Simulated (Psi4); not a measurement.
# PBE/cc-pVDZ (sweep point 3) run of SiPH5 (SMILES [SiH3]P)

Aim: the vertical ionisation energy of SiPH5 at PBE/cc-pVDZ (sweep point 3), from 2 runs. 

Program for the calculation: Psi4 1.11.

4 further runs of the same task are left out: 4 set aside as unsound or not needed.

### Step 1. Starting point

SiPH5: 7 atoms, total charge 0, spin state singlet. As SMILES, `[SiH3]P`. The coordinates come from a GFN2-xTB relaxation.

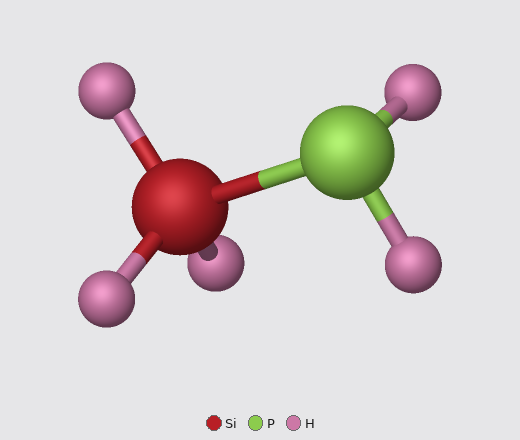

Viewed from a chosen angle; silicon red, phosphorus green, hydrogen pink.

### Step 2. The energy at PBE/cc-pVDZ (sweep point 3)

calc.dat

```
memory 1600 MB

molecule mol {
  Si    -0.640830    -0.361550    -0.395920
  P      1.061310    -0.009120     1.007680
  H     -1.825500    -0.602940     0.426340
  H     -0.298920    -1.544330    -1.184630
  H     -0.890510     0.768910    -1.293660
  H      0.664680     1.260240     1.387120
  H      1.929760     0.488790     0.053060
  units angstrom
  symmetry c1
}

set {
  reference            rks
  puream               true
  scf_type             pk
  dft_radial_points    35
  dft_spherical_points 110
}

e = energy("pbe/cc-pVDZ")
```

The run is started by

```sh
$ psi4 calc.dat calc.out -n 1
```

calc.out:

```text
[...]
  Running in c1 symmetry.
[...]
  Nuclear repulsion =   91.502975466955917
[...]
  Multiplicity = 1
[...]
  Nalpha       = 17
  Nbeta        = 17
[...]
    Number of basis functions: 61
[...]
   @RKS iter   1:  -633.41657706348087   -1.75090e-01   5.24504e-03 DIIS/ADIIS
[...]
   @RKS iter   8:  -633.50290885962488   -1.52039e-08   5.63608e-07 DIIS
[...]
    Orbital Energies [Eh]
    ---------------------
    Doubly Occupied:
       1A    -76.306472     2A    -65.422863     3A     -6.300896
       4A     -5.061703     5A     -4.518936     6A     -4.517884
       7A     -4.514268     8A     -3.473389     9A     -3.472196
      10A     -3.472139    11A     -0.594812    12A     -0.478539
      13A     -0.358682    14A     -0.326504    15A     -0.310451
      16A     -0.291979    17A     -0.230829
[...]
  @RKS Final Energy:  -633.50290885962488
   => Energetics <=
    Nuclear Repulsion Energy =             91.5029754669559168
    One-Electron Energy =               -1058.3352376928955891
    Two-Electron Energy =                 379.0163949436338271
    DFT Exchange-Correlation Energy =     -45.6870415773190857
    Empirical Dispersion Energy =           0.0000000000000000
    VV10 Nonlocal Energy =                  0.0000000000000000
    Total Energy =                       -633.5029088596248812
[...]
 Multipole Moments:
 ------------------------------------------------------------------------------------
     Multipole            Electronic (a.u.)      Nuclear  (a.u.)        Total (a.u.)
 ------------------------------------------------------------------------------------
 L = 1.  Multiply by 2.5417464519 to convert [e a0] to [Debye]
 Dipole X            :          2.1763805           -2.2444638           -0.0680833
 Dipole Y            :         -0.7090582            0.9415574            0.2324991
 Dipole Z            :          2.4668995           -2.6650463           -0.1981468
 Magnitude           :                                                    0.3129749
[...]
```

Run time: 4.2 s. Hardware: 1 thread of Intel Xeon Platinum 8488C (Sapphire Rapids), shared host; peak memory 0.4 GiB.

### Step 3. The doublet cation, same level

input.in

```
memory 1600 mb

molecule geom {
  1 2
  Si    -0.640830    -0.361550    -0.395920
  P      1.061310    -0.009120     1.007680
  H     -1.825500    -0.602940     0.426340
  H     -0.298920    -1.544330    -1.184630
  H     -0.890510     0.768910    -1.293660
  H      0.664680     1.260240     1.387120
  H      1.929760     0.488790     0.053060
  units angstrom
  symmetry c1
}

set {
  reference            uks
  puream               true
  scf_type             pk
  dft_radial_points    35
  dft_spherical_points 110
  maxiter              150
}

e, wfn = energy("pbe/cc-pVDZ", return_wfn=True)
```

The run is started by

```sh
$ psi4 input.in input.out -n 1
```

input.out:

```text
[...]
  Running in c1 symmetry.
[...]
  Nuclear repulsion =   91.502975466955917
[...]
  Multiplicity = 2
[...]
  Nalpha       = 17
  Nbeta        = 16
[...]
    Number of basis functions: 61
[...]
   @UKS iter   1:  -633.09377614871642    1.47711e-01   3.89701e-03 DIIS/ADIIS
[...]
   @UKS iter  10:  -633.14964637362732   -1.02299e-08   5.32818e-07 DIIS
[...]
   @S^2 Observed:                7.536312583E-01
[...]
    Orbital Energies [Eh]
    ---------------------
    Alpha Occupied:
       1A    -76.616307     2A    -65.649733     3A     -6.608716
       4A     -5.289217     5A     -4.830817     6A     -4.823936
       7A     -4.822345     8A     -3.703984     9A     -3.698606
      10A     -3.697598    11A     -0.871893    12A     -0.705450
      13A     -0.613872    14A     -0.576144    15A     -0.529286
      16A     -0.519441    17A     -0.513940
    Alpha Virtual:
      18A     -0.245269    19A     -0.243340    20A     -0.204183
      21A     -0.182214    22A     -0.177952    23A     -0.129312
      24A     -0.007003    25A      0.006585    26A      0.018126
[...]
  @UKS Final Energy:  -633.14964637362732
   => Energetics <=
    Nuclear Repulsion Energy =             91.5029754669559168
    One-Electron Energy =               -1049.6036536209367114
    Two-Electron Energy =                 370.3500886523083864
    DFT Exchange-Correlation Energy =     -45.3990568719549756
    Empirical Dispersion Energy =           0.0000000000000000
    VV10 Nonlocal Energy =                  0.0000000000000000
    Total Energy =                       -633.1496463736273199
[...]
 Multipole Moments:
 ------------------------------------------------------------------------------------
     Multipole            Electronic (a.u.)      Nuclear  (a.u.)        Total (a.u.)
 ------------------------------------------------------------------------------------
 L = 1.  Multiply by 2.5417464519 to convert [e a0] to [Debye]
 Dipole X            :          2.6792908           -2.2444638            0.4348270
 Dipole Y            :         -0.5159582            0.9415574            0.4255991
 Dipole Z            :          2.8296010           -2.6650463            0.1645547
 Magnitude           :                                                    0.6303074
[...]
```

Run time: 4.5 s. Hardware: 1 thread of Intel Xeon Platinum 8488C (Sapphire Rapids), shared host; peak memory 0.35 GiB.

### Step 4. What came out

At PBE/cc-pVDZ (sweep point 3):

| quantity | value |
| --- | --- |
| singlet SiPH5: total energy | -633.50291 Eh |
| singlet SiPH5: dipole moment | 0.80 D |
| singlet SiPH5: HOMO energy | -6.28 eV |
| singlet SiPH5: LUMO energy | -0.10 eV |
| singlet SiPH5: HOMO–LUMO gap | 6.19 eV |
| doublet cation: total energy | -633.14965 Eh |
| doublet cation: HOMO energy (highest over α and β) | -13.97 eV |
| doublet cation: LUMO energy (lowest over α and β) | -12.82 eV |
| doublet cation: ⟨S²⟩ | 0.754 |
| vertical ionisation energy (to the doublet cation) | 9.613 eV |

What this shows: The vertical ionisation energy comes to 9.61 eV (222 kcal/mol). The negative HOMO energy of the first species, 6.28 eV, lies 3.33 eV below that difference.
